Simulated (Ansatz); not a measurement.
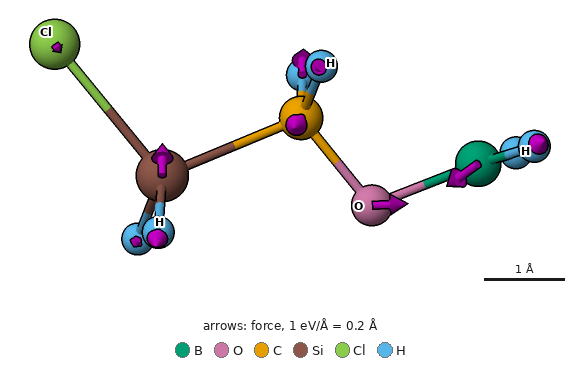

Starting geometry of CH6BClOSi (coarse preliminary run) with the computed forces as purple arrows. A ball-and-stick model, seen face on.

The start comes from a force field.

All numbers below come from RKS PBE-D4/def2-SVP in Ansatz 0.2.0. Settings: force threshold 0.03 eV/Å; at most 200 steps.

What follows when this structure is relaxed?

It isn't relaxed: the largest force vector, on the C atom, is 3.81 eV/Å. The final displacements have little in common with the starting forces (cosine between the two patterns 0.07). The largest move after the best rigid fit is that of an H atom, 1.32 Å. Largest moves by element: H 1.32 Å, O 0.89 Å, Cl 0.67 Å, C 0.40 Å, B 0.22 Å, Si 0.17 Å. Some distances before and after: H–Si 1.406 → 1.501 Å, B–O 1.439 → 1.353 Å, B–H 1.151 → 1.223 Å, C–H 1.043 → 1.111 Å. Bond angles that change, for instance: B–O–C 107.7° → 122.9°, H–B–H 116.3° → 123.7°, O–B–H 125.5° → 120.1°. Groups turn about B–O by about 90°, C–O by about 65°. After 18 accepted moves (20 points after the start) the energy has fallen by 29.1 kcal/mol. Largest force component: 3.3 eV/Å at the start, 0.011 eV/Å at the end. The line search rejected the trial steps at points 13, 19 of the run.
